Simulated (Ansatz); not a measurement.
# TbFe2C2, from a guessed structure to a relaxed one

Starting from a made-up structure for TbFe2C2, the aim is the relaxed cell, its shortest contacts and, where a second run follows, its electronic structure.

Calculated with Ansatz 0.2.0; DFT, PBE, plane-wave PAW, default files, scalar-relativistic, ferromagnetic start, cell and ions relaxed at zero pressure, in the first sound run; inputs show where later runs differ.

In doubt: a part-filled 4f shell, where there is one, can sit in one of many states, so energies may not be the lowest and differences between runs may mislead; derivatives with an open 4f shell can jump between states, which bears on forces and vibrations.

### 1. Set-up

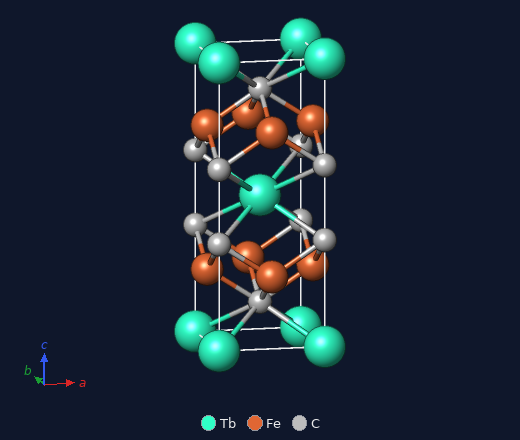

The starting structure, seen slightly off an axis (terbium teal, iron orange, carbon light grey). This picture shows the conventional cell, with its axes. Some periodic images of atoms are drawn too.

Coordinates:

```cif
data_structure
_symmetry_space_group_name_H-M 'P 1'
_symmetry_Int_Tables_number 1
_cell_length_a 5.6079
_cell_length_b 5.6079
_cell_length_c 5.6079
_cell_angle_alpha 141.790
_cell_angle_beta 141.790
_cell_angle_gamma 55.146
_cell_volume 66.99
loop_
_atom_site_label
_atom_site_type_symbol
_atom_site_fract_x
_atom_site_fract_y
_atom_site_fract_z
_atom_site_occupancy
Tb1 Tb 0.00000 0.00000 0.00000 1
Fe2 Fe 0.25000 0.75000 0.50000 1
Fe3 Fe 0.75000 0.25000 0.50000 1
C4 C 0.62980 0.62980 0.00000 1
C5 C 0.37020 0.37020 0.00000 1
```

### 2. Relaxation of the guess

The guess takes its coordinates from another compound and its volume from a rule, so the cell and any free coordinates are relaxed together.

input.yaml

```yaml
crystal:
  lattice:
    - [-1.8355, 1.8355, 4.971]
    - [1.8355, -1.8355, 4.971]
    - [1.8355, 1.8355, -4.971]
  atoms:
    - { symbol: Tb, position: [0.0, 0.0, 0.0], spin: 6.0 }
    - { symbol: Fe, position: [0.25, 0.75, 0.5], spin: 3.0 }
    - { symbol: Fe, position: [0.75, 0.25, 0.5], spin: 3.0 }
    - { symbol: C, position: [0.6298, 0.6298, 0.0] }
    - { symbol: C, position: [0.3702, 0.3702, 0.0] }
magnetization:
  spin_polarized: true
kpoints:
  mp_grid: { grid: [10, 10, 10] }
scf:
  occupations: { method: fermi_dirac, width: 0.05 }
hamiltonian:
  xc: pbe
  pseudopotentials: { kind: paw }
relax:
  f_tol: 0.015
  max_steps: 70
  cell: {}
output:
  forces: true
  stress: true
```

On the command line:

```console
> ansatz run input.yaml --threads 4 --pin off --max-ram 10240MiB --backend cpu --events-out ev --progress --plain --runs-dir out
```

Numbers of over 12 decimals in the logs are rounded to 6 here.

The log of the run:

```text
basis.fft_grid_basis auto: the FFT boxes are laid along the combinations [[1, 0, 1], [0, 1, 1], [0, 0, 1]] of the cell's own vectors, 3.671, 3.671 and 5.608 Å long. The dense box has 25×25×40 points. Along the cell's own vectors, as sized, it would have 40×40×40, 2.56 times as many. Of the 16 symmetry operations that the crystal satisfies within crystal.symmetry.tolerance (time reversal apart; of a slab, those that k [...]
Engine: ansatz 0.2.0, x86_64-unknown-linux-gnu
Pseudopotentials: kind: paw
Pseudopotential: Tb, paw, valence charge 19, recommended cutoff 420 eV (normal), Tb.paw.azcp
Pseudopotential: Fe, paw, valence charge 16, recommended cutoff 420 eV (normal), Fe.paw.azcp
Pseudopotential: C, paw, valence charge 4, recommended cutoff 420 eV (normal), C.paw.azcp
Functional definition: PBE
  parameter kappa = 0.804
  parameter beta = 0.066725
  exchange = pbe_x(kappa = kappa, mu = beta*pi^2/3)
  correlation = pbe_c(beta = beta)
Crystal: 5 atoms, lattice volume = 66.990 Å³
Basis set: ecut = 420 eV, 1317 PW (Γ), FFT grids on a1+a3, a2+a3, a3, exchange–correlation on 50×50×80 points (8 copies of the dense FFT grid, shifted against one another)
Bands: 43, of which v1, the nominal top of the filled ones, is band 30 counted from 1 (29 counted from 0)
Symmetry: 16 space group operations
Space group: I4/mmm (ITA 139), of the structure as read, at distance tolerance 4.1e-5 Å
Magnetic group: BNS 139.531 (UNI 1191), of the structure as read, at distance tolerance 4.1e-5 Å
k-points: 102 of 1000
Non-local potential: Tb, projectors of the file, l = 0: 3, l = 1: 2, l = 2: 2, l = 3: 3
Non-local potential: Fe, projectors of the file, l = 0: 3, l = 1: 2, l = 2: 3, l = 3: 1
Non-local potential: C, projectors of the file, l = 0: 2, l = 1: 2, l = 2: 1
PAW form: soft (Blöchl's): semilocal exchange-correlation on the pseudo side does not see the compensation charge
PAW one-centre angular grid: Tb, 590 points (default); XC on 64 Gauss nodes
PAW one-centre angular grid: Fe, 590 points (default); XC on 64 Gauss nodes
PAW one-centre angular grid: C, 110 points (default); XC on 64 Gauss nodes
Initial density: superposition of atomic densities (chi_scale 0.1, normalization cell)
Starting moments: Σ|m| = 12 μB on 3 of 5 sites
Initial wavefunctions: pseudopotential atomic-orbital guess
Functional: x = pbe(κ = 0.804, μ = 0.219515), c = pbe(β = 0.066725)
SCF iter   1: F=—  HF=-19405.741860 eV  |F-HF|=—  |Δ(HF+E_count)|=         —  Δρ=6.78e-2 (↑4.44e-2 ↓6.78e-2)  dr2=9.89e0  dr2_m=2.77e-1  M=11.380 μB ∫|m|=11.626 μB  β_m=0.30  ethr=3.10e-3  ⟨swp⟩=5.5  Hψ=28923  notcnv=0  defer=3
Mixer restart at iter 1: flushing history
preconditioner: auto → Kerker (q_TF=auto, 2.671 Å⁻¹)  [metal: Δε(μ)=0.002 eV  Ē_g=9.233 eV  σ=0.050 eV  W_gap=0.01  n_scr=24 (ndim 8)  ℏωp=29.0 eV  f_vac=0.000  D(μ)=13.10/eV (n_scr^D=236)]
spin=Collinear: Kerker preconditioning applied to the charge; magnetization (m = ρ↑ − ρ↓) channel mixes plain (no charge-response kernel on spin).
SCF iter   2: F=—  HF=-19404.092800 eV  |F-HF|=—  |Δ(HF+E_count)|=    1.65e0  Δρ=3.69e-2 (↑1.85e-2 ↓3.69e-2)  dr2=2.54e0  dr2_m=2.06e-1  M=11.239 μB ∫|m|=11.551 μB  β_m=0.42  ethr=3.10e-3  ⟨swp⟩=3.1  Hψ=16408  notcnv=0  defer=592
SCF iter   3: F=—  HF=-19404.563809 eV  |F-HF|=—  |Δ(HF+E_count)|=   4.71e-1  Δρ=2.52e-2 (↑1.11e-2 ↓2.52e-2)  dr2=1.12e0  dr2_m=1.19e-1  M=10.908 μB ∫|m|=11.342 μB  β_m=0.63  ethr=3.10e-3  ⟨swp⟩=2.8  Hψ=12854  notcnv=0  defer=596
SCF iter   4: F=—  HF=-19405.112375 eV  |F-HF|=—  |Δ(HF+E_count)|=   5.49e-1  Δρ=2.21e-2 (↑8.41e-3 ↓2.21e-2)  dr2=7.43e-1  dr2_m=1.05e-1  M=10.435 μB ∫|m|=11.006 μB  β_m=0.68  ethr=1.89e-3  ⟨swp⟩=3.3  Hψ=15787  notcnv=0  defer=627
SCF iter   5: F=—  HF=-19405.095247 eV  |F-HF|=—  |Δ(HF+E_count)|=   1.71e-2  Δρ=2.14e-2 (↑2.14e-2 ↓3.98e-3)  dr2=2.20e-1  dr2_m=6.66e-2  M=9.876 μB ∫|m|=10.533 μB  β_m=0.88  ethr=1.26e-3  ⟨swp⟩=3.2  Hψ=16689  notcnv=0  defer=523
SCF iter   6: F=—  HF=-19405.807119 eV  |F-HF|=—  |Δ(HF+E_count)|=         —  Δρ=7.76e-2 (↑7.76e-2 ↓6.24e-2)  dr2=1.39e-1  dr2_m=2.96e0  M=7.920 μB ∫|m|=8.625 μB  β_m=1.00  ethr=3.72e-4  ⟨swp⟩=2.8  Hψ=13578  notcnv=0  defer=521
Mixer restart at iter 6: flushing history
SCF iter   7: F=—  HF=-19405.425354 eV  |F-HF|=—  |Δ(HF+E_count)|=   3.82e-1  Δρ=2.76e-2 (↑5.64e-3 ↓2.76e-2)  dr2=6.02e-1  dr2_m=8.29e-2  M=7.655 μB ∫|m|=8.260 μB  β_m=0.88  ethr=8.47e-5  ⟨swp⟩=3.6  Hψ=20453  notcnv=0  defer=521
SCF iter   8: F=—  HF=-19405.549305 eV  |F-HF|=—  |Δ(HF+E_count)|=   1.24e-1  Δρ=2.96e-2 (↑2.96e-2 ↓1.74e-2)  dr2=9.43e-1  dr2_m=2.56e-2  M=7.619 μB ∫|m|=8.150 μB  β_m=0.66  ethr=8.47e-5  ⟨swp⟩=4.1  Hψ=24432  notcnv=0  defer=439
SCF iter   9: F=—  HF=-19405.357385 eV  |F-HF|=—  |Δ(HF+E_count)|=   1.92e-1  Δρ=5.39e-3 (↑5.39e-3 ↓3.69e-3)  dr2=6.35e-3  dr2_m=1.19e-2  M=7.594 μB ∫|m|=8.137 μB  β_m=0.83  ethr=8.47e-5  ⟨swp⟩=3.1  Hψ=20762  notcnv=0  defer=446
SCF iter  10: F=—  HF=-19405.358199 eV  |F-HF|=—  |Δ(HF+E_count)|=   8.14e-4  Δρ=1.76e-3 (↑1.61e-3 ↓1.76e-3)  dr2=5.12e-3  dr2_m=2.90e-4  M=7.560 μB ∫|m|=8.084 μB  β_m=0.66  ethr=1.08e-5  ⟨swp⟩=2.2  Hψ=15744  notcnv=0  defer=451
SCF iter  11: F=—  HF=-19405.357851 eV  |F-HF|=—  |Δ(HF+E_count)|=   3.48e-4  Δρ=8.41e-4 (↑6.68e-4 ↓8.41e-4)  dr2=1.01e-3  dr2_m=8.89e-5  M=7.551 μB ∫|m|=8.071 μB  β_m=0.83  ethr=8.69e-6  ⟨swp⟩=2.0  Hψ=14513  notcnv=0  defer=451
SCF iter  12: F=—  HF=-19405.358353 eV  |F-HF|=—  |Δ(HF+E_count)|=   5.01e-4  Δρ=6.24e-4 (↑4.46e-4 ↓6.24e-4)  dr2=3.19e-4  dr2_m=1.40e-4  M=7.557 μB ∫|m|=8.078 μB  β_m=0.91  ethr=1.71e-6  ⟨swp⟩=2.0  Hψ=13991  notcnv=0  defer=449
SCF iter  13: F=—  HF=-19405.358416 eV  |F-HF|=—  |Δ(HF+E_count)|=   6.31e-5  Δρ=5.10e-4 (↑2.02e-4 ↓5.10e-4)  dr2=2.90e-4  dr2_m=1.75e-5  M=7.555 μB ∫|m|=8.079 μB  β_m=0.96  ethr=5.41e-7  ⟨swp⟩=2.0  Hψ=12881  notcnv=0  defer=449
SCF iter  14: F=—  HF=-19405.358403 eV  |F-HF|=—  |Δ(HF+E_count)|=   1.25e-5  Δρ=9.00e-5 (↑5.48e-5 ↓9.00e-5)  dr2=1.14e-5  dr2_m=3.42e-7  M=7.552 μB ∫|m|=8.075 μB  β_m=0.98  ethr=4.92e-7  ⟨swp⟩=2.4  Hψ=11522  notcnv=0  defer=449
SCF iter  15: F=—  HF=-19405.358405 eV  |F-HF|=—  |Δ(HF+E_count)|=   2.29e-6  Δρ=3.87e-5 (↑8.99e-6 ↓3.87e-5)  dr2=1.08e-6  dr2_m=2.66e-7  M=7.551 μB ∫|m|=8.074 μB  β_m=0.99  ethr=1.93e-8  ⟨swp⟩=2.1  Hψ=13035  notcnv=0  defer=449
SCF iter  16: F=—  HF=-19407.873258 eV  |F-HF|=—  |Δ(HF+E_count)|=         —  Δρ=1.44e-1 (↑1.44e-1 ↓1.42e-1)  dr2=5.14e-3  dr2_m=1.25e1  M=3.876 μB ∫|m|=8.078 μB  β_m=1.00  ethr=1.83e-9  ⟨swp⟩=2.0  Hψ=12912  notcnv=0  defer=449
Mixer restart at iter 16: flushing history
[...]
relax step   7: F+E_penalty+E_count = -19407.76422011 eV  Δ(F+E_penalty+E_count) = -6.219e-4 eV  max|allowed force component| = 1.045e-2 eV/Å  Δτ_max = 0.0000 Å  P = +0.108 GPa  Ω = 56.933 Å³  energy of the carried Pulay correction = +1.292e-2 eV  (11 SCF iters, dr2 threshold 5.00e-7 eV, accepted)
relax step   8: F+E_penalty+E_count = -19407.76422923 eV  Δ(F+E_penalty+E_count) = -9.118e-6 eV  max|allowed force component| = 1.043e-4 eV/Å  Δτ_max = 0.0004 Å  P = +0.003 GPa  Ω = 56.943 Å³  energy of the carried Pulay correction = +1.291e-2 eV  (10 SCF iters, dr2 threshold 6.67e-8 eV, accepted)
relax step   9: F+E_penalty+E_count = -19407.75490921 eV  Δ(F+E_penalty+E_count) = +9.320e-3 eV  max|allowed force component| = 1.322e-3 eV/Å  Δτ_max = 0.0000 Å  P = -0.113 GPa  Ω = 56.943 Å³  stress off target by 1.14e-1 GPa  SCF on the basis re-selected at this cell (its energy is not comparable with the rows above)  (13 SCF iters)
relax step  10: F+E_penalty+E_count = -19407.75500692 eV  Δ(F+E_penalty+E_count) = -9.770e-5 eV  max|allowed force component| = 4.552e-4 eV/Å  Δτ_max = 0.0009 Å  P = +0.001 GPa  Ω = 56.898 Å³  energy of the carried Pulay correction = +8.108e-5 eV  (11 SCF iters, dr2 threshold 3.25e-8 eV, accepted)
iter 1 solved again at ethr=6.22e-8 eV; its pass at ethr=3.10e-3 eV (dr2=3.67e-5 eV) is discarded
SCF iter   1: F=—  HF=-19407.754912 eV  |F-HF|=—  |Δ(HF+E_count)|=         —  Δρ=3.45e-6 (↑3.45e-6 ↓2.70e-6)  dr2=8.99e-9  dr2_m=1.21e-9  M=5.913 μB ∫|m|=6.042 μB  β_m=0.65  ethr=6.22e-8  ⟨swp⟩=3.9  Hψ=58346  notcnv=0
preconditioner: auto → Kerker (q_TF=auto, 2.745 Å⁻¹)  [metal: Δε(μ)=0.003 eV  Ē_g=9.829 eV  σ=0.050 eV  W_gap=0.01  n_scr=24 (ndim 8)  ℏωp=31.5 eV  f_vac=0.000  D(μ)=6.22/eV (n_scr^D=78)]
spin=Collinear: Kerker preconditioning applied to the charge; magnetization (m = ρ↑ − ρ↓) channel mixes plain (no charge-response kernel on spin).
SCF iter   2: F=—  HF=-19407.754911 eV  |F-HF|=—  |Δ(HF+E_count)|=   9.73e-7  Δρ=1.65e-6 (↑1.65e-6 ↓1.40e-6)  dr2=4.10e-9  dr2_m=8.14e-11  M=5.913 μB ∫|m|=6.042 μB  β_m=0.42  ethr=1.52e-11  ⟨swp⟩=3.0  Hψ=19399  notcnv=0
SCF iter   3: F=—  HF=-19407.754911 eV  |F-HF|=—  |Δ(HF+E_count)|=   1.20e-9  Δρ=8.72e-7 (↑7.41e-7 ↓8.72e-7)  dr2=9.12e-10  dr2_m=4.78e-11  M=5.913 μB ∫|m|=6.042 μB  β_m=0.54  ethr=6.95e-12  ⟨swp⟩=2.0  Hψ=12956  notcnv=0
SCF iter   4: F=—  HF=-19407.754911 eV  |F-HF|=—  |Δ(HF+E_count)|=  2.91e-10  Δρ=2.22e-7 (↑2.22e-7 ↓2.11e-7)  dr2=4.70e-11  dr2_m=4.19e-12  M=5.913 μB ∫|m|=6.042 μB  β_m=0.66  ethr=1.55e-12  ⟨swp⟩=2.7  Hψ=13395  notcnv=0
SCF iter   5: F=—  HF=-19407.754911 eV  |F-HF|=—  |Δ(HF+E_count)|=  3.71e-10  Δρ=2.64e-7 (↑2.64e-7 ↓1.51e-7)  dr2=6.76e-11  dr2_m=7.62e-12  M=5.913 μB ∫|m|=6.042 μB  β_m=0.81  ethr=1.00e-12  ⟨swp⟩=2.0  Hψ=9939  notcnv=0
SCF iter   6: F=—  HF=-19407.754911 eV  |F-HF|=—  |Δ(HF+E_count)|=  2.29e-10  Δρ=2.34e-7 (↑2.34e-7 ↓1.74e-7)  dr2=9.45e-11  dr2_m=7.78e-12  M=5.913 μB ∫|m|=6.042 μB  β_m=0.91  ethr=1.00e-12  ⟨swp⟩=1.0  Hψ=8772  notcnv=0
SCF iter   7: F=—  HF=-19407.754911 eV  |F-HF|=—  |Δ(HF+E_count)|=  1.35e-10  Δρ=1.41e-7 (↑1.41e-7 ↓1.35e-7)  dr2=1.77e-11  dr2_m=4.28e-12  M=5.913 μB ∫|m|=6.042 μB  β_m=0.84  ethr=1.00e-12  ⟨swp⟩=2.2  Hψ=10746  notcnv=0
SCF iter   8: F=—  HF=-19407.754911 eV  |F-HF|=—  |Δ(HF+E_count)|=  2.18e-11  Δρ=1.34e-7 (↑1.34e-7 ↓8.61e-8)  dr2=2.71e-11  dr2_m=1.40e-12  M=5.913 μB ∫|m|=6.042 μB  β_m=0.76  ethr=1.00e-12  ⟨swp⟩=1.0  Hψ=8772  notcnv=0
SCF iter   9: F=—  HF=-19407.754911 eV  |F-HF|=—  |Δ(HF+E_count)|=  7.28e-12  Δρ=5.66e-8 (↑5.66e-8 ↓2.06e-8)  dr2=2.28e-12  dr2_m=4.04e-13  M=5.913 μB ∫|m|=6.042 μB  β_m=0.88  ethr=1.00e-12  ⟨swp⟩=1.0  Hψ=8772  notcnv=0
SCF iter  10: F=—  HF=-19407.754911 eV  |F-HF|=—  |Δ(HF+E_count)|=  3.64e-12  Δρ=2.93e-8 (↑2.93e-8 ↓2.70e-8)  dr2=1.52e-12  dr2_m=1.13e-13  M=5.913 μB ∫|m|=6.042 μB  β_m=0.90  ethr=1.00e-12  ⟨swp⟩=1.0  Hψ=8772  notcnv=0
SCF iter  11: F=—  HF=-19407.754911 eV  |F-HF|=—  |Δ(HF+E_count)|=    0.00e0  Δρ=1.93e-8 (↑1.93e-8 ↓1.48e-8)  dr2=5.51e-13  dr2_m=3.50e-14  M=5.913 μB ∫|m|=6.042 μB  β_m=0.95  ethr=1.00e-12  ⟨swp⟩=1.0  Hψ=8772  notcnv=0
SCF iter  12: F=-19407.754911 eV  HF=-19407.754911 eV  |F-HF|=1.46e-11  |Δ(HF+E_count)|=  3.64e-12  Δρ=1.39e-7 (↑4.36e-8 ↓1.39e-7)  dr2=1.75e-11  dr2_m=2.18e-12  M=5.913 μB ∫|m|=6.042 μB  ethr=1.00e-12  ⟨swp⟩=2.0  Hψ=22061  notcnv=0
SCF 11 converged in 12 iterations: F = -19407.754911 eV  dr2 = 1.75e-11
relax step  11: F+E_penalty+E_count = -19407.75491058 eV  Δ(F+E_penalty+E_count) = +9.634e-5 eV  max|allowed force component| = 3.966e-4 eV/Å  Δτ_max = 0.0000 Å  P = +0.000 GPa  Ω = 56.898 Å³  stress off target by 4.93e-4 GPa  SCF on the basis re-selected at this cell (its energy is not comparable with the rows above)  (12 SCF iters)
basis re-selected at this cell: Δ(F+E_penalty+E_count) = +9.634e-5 eV, ΔP = -0.001 GPa vs the last step (what re-selecting the basis moved, of the pressure what is left beyond the Pulay correction that the steps carried, after the strain that the cell walked since its last selection, with what the two solves' SCF thresholds leave and, on support functions, any second-order correction that the steps lacked; it is no m [...]
SCF converged after 12 iterations
Magnetization: 5.9128 μB (32.4564 up, 26.5436 down)
Absolute magnetization: 6.0425 μB (∫|ρ↑−ρ↓|, with the PAW one-centre terms)
Spin contamination: 0.1981 ħ² per cell (⟨S²⟩ above its minimum at these occupations)
Per-site moments (μB) at R_I (Å): [(5.853768, 1.188708), (0.025577, 0.794574), (0.025577, 0.794574), (-0.021137, 0.794574), (-0.021137, 0.794574)]
Free energy (F): -19407.754911 eV
Harris-Foulkes:  -19407.754911 eV  (|F-HF|=1.46e-11)
Internal energy: -19407.703137 eV  (E = F + TS)
E sigma→0 (E₀):  -19407.729024 eV
Entropy (-TS):   -0.051774 eV (-10.355 meV/atom)
Fermi energy:    17.366632 eV
--- Per-component energies (eV) ---
  E_band       = -325.034628
  E_kinetic    = 1246.299648
  E_local      = -7720.540484  (includes V_loc(G=0)·N_el)
  E_nonlocal   = 1137.545921
  E_hartree    = 3263.335893
  E_xc         = -527.645853
  E_vxc        = -636.664487  (∫ρ·V_xc dr)
  E_paw        = -9636.863444  (= ΣΔE_a)
  E_vpaw       = -878.348662  (= ΣTr[D̂ρ^β])
  E_aug_tail   = 0.001573  (compensation charges beyond the density's cutoff)
  E_ewald      = -7169.836391
  E_smearing   = -0.051774  (= −TS)
  E_closure    = 0.000000  (closes the sum)
  Σ components = -19407.754911   (vs F -19407.754911, Δ=0.00e0)
--- Forces (eV/Å), atoms counted from 1 ---
  atom   1  Tb     0.00000000     0.00000000     0.00000000
  atom   2  Fe     0.00000000    -0.00000000     0.00000000
  atom   3  Fe    -0.00000000    -0.00000000     0.00000000
  atom   4  C      0.00000000     0.00000000     0.00039663
  atom   5  C      0.00000000     0.00000000    -0.00039663
  max |Σ_I F_I| component: 2.34e-17 eV/Å
--- Stress (GPa, compression-positive) ---
        0.000315       0.000000       0.000000
        0.000000       0.000315       0.000000
       -0.000000       0.000000      -0.000493
  P = ⅓ Tr σ = 0.0000 GPa (0.000 kbar)
--- Relaxed structure (9 steps of the walk, 9 accepted, 2 SCFs on fresh bases) ---
  F+E_penalty+E_count = -19407.75491058 eV   max|allowed force component| = 3.966e-4 eV/Å   (the final SCF, on the basis selected at the relaxed cell)
  cell:  # Å, volume = 56.8977 Å³
    - [-1.725667, 1.725667, 4.776618]
    - [1.725667, -1.725667, 4.776618]
    - [1.725667, 1.725667, -4.776618]
  atoms:
    - { symbol: Tb, position: [1.3915127460184104e-18, 1.39151274601841e-18, 0] }
    - { symbol: Fe, position: [0.250000, 0.75, 0.500000] }
    - { symbol: Fe, position: [0.75, 0.250000, 0.500000] }
    - { symbol: C, position: [0.660413, 0.660413, 0] }
    - { symbol: C, position: [0.339587, 0.339587, 0] }
```

Wall time 3.4 min (4 threads of Intel Xeon Platinum 8259CL at 2.50GHz (Skylake/Cascade Lake), shared host); peak memory 0.96 GiB.

(Continued in part 2 of 2.)

[Logs are printed without paths, hosts, clocks, repeated set-up lines and the standing remarks that a program may print on its own settings, such as how far it seeks lower states.]

[Hosts, paths, dates, database ids (printed as entryN), source tags and the programs' standing remarks are cut or masked in the printed files.]
